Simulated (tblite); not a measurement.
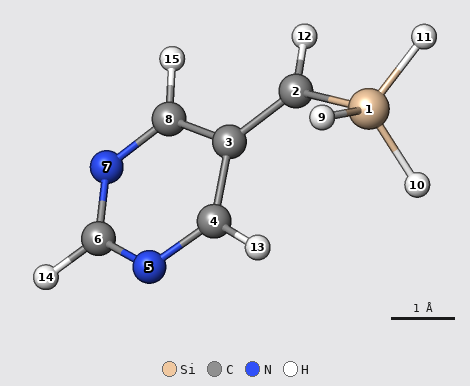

The input geometry (ball-and-stick view, seen at a tilt; atoms are numbered from 1 in the order of the input). Bond lengths as drawn: C–C 1.39 to 1.42 Å, C–H 1.08 Å, C–N 1.31 to 1.33 Å, C–Si 1.87 Å and H–Si 1.46 to 1.47 Å.

C₅H₇N₂Si: frequency calculation

System: C₅H₇N₂Si, multiplicity 2.
Method: GFN2-xTB harmonic vibrations, gas phase (tblite 0.8.0).

It belongs to a series of runs on one base structure; here: H removed from sp3 C.

Log
```
mode    cm-1     km/mol
  1      71.8      1.60
  2      96.8      0.58
  3     140.1      0.35
  4     160.6      2.66
  5     327.1     17.09
  6     335.7     11.63
  7     382.4      2.93
  8     485.3     10.10
  9     507.4     53.75
 10     593.8    115.20
 11     602.0     18.32
 12     636.3     60.63
 13     677.0     11.47
 14     763.8      4.40
 15     781.2    185.94
 16     790.6    363.99
 17     796.5    208.29
 18     800.1    102.39
 19     866.4      9.88
 20     880.7      1.69
 21     919.4      5.67
 22     994.9     11.28
 23    1135.2      0.23
 24    1157.5      5.25
 25    1187.9      8.29
 26    1242.6      1.44
 27    1271.6      6.91
 28    1312.2     13.70
 29    1378.6      1.72
 30    1431.1     13.96
 31    1496.0    105.18
 32    1520.8     80.14
 33    2217.2    326.56
 34    2237.5    203.16
 35    2276.5    304.86
 36    3036.3     17.57
 37    3043.0     39.10
 38    3046.7     13.19
 39    3077.1     19.06
```

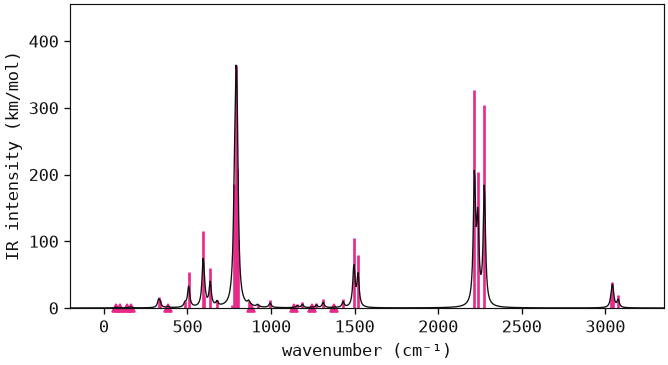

Harmonic infrared spectrum, unscaled: sticks (degenerate modes added up, dark ones marked on the axis) with a Lorentzian envelope of 16 cm⁻¹ full width, scaled to the tallest stick. 39 modes from 72 to 3077 cm⁻¹, none imaginary. The strongest line is at 791 cm⁻¹ (364 km/mol).

The run was set up as follows.

Input
```
{"job": {"kind": "ir", "xc": "GFN2-xTB", "basis": "xTB"}, "charge": 0, "multiplicity": 2}
Si    -2.619928    -0.146000    -0.339011
C     -1.065751    -0.658607     0.561825
C      0.219274    -0.214323     0.279842
C      0.559456     0.564078    -0.861678
N      1.768514     1.014759    -1.085041
C      2.722402     0.668560    -0.230358
N      2.553039    -0.083644     0.848965
C      1.337931    -0.491608     1.117817
H     -2.751299     1.314439    -0.332641
H     -2.571101    -0.616361    -1.728658
H     -3.746197    -0.760848     0.362077
H     -1.150216    -1.354496     1.386897
H     -0.188621     0.788568    -1.611111
H      3.722029     1.025922    -0.432388
H      1.206054    -1.042449     2.041551
```

The first line tells a small driver script what to run in tblite; the rest is the geometry in Å.

Launched with:
```bash
OMP_NUM_THREADS=1 python <driver script> task.json out
```

Key numbers

| quantity | value |
| --- | --- |
| outcome | converged |
| total energy | −592.5735 eV |
| zero-point energy | 63.8700 kcal/mol |
| hardware | 1 CPU thread, shared host |
| peak memory | 0.18 GiB |
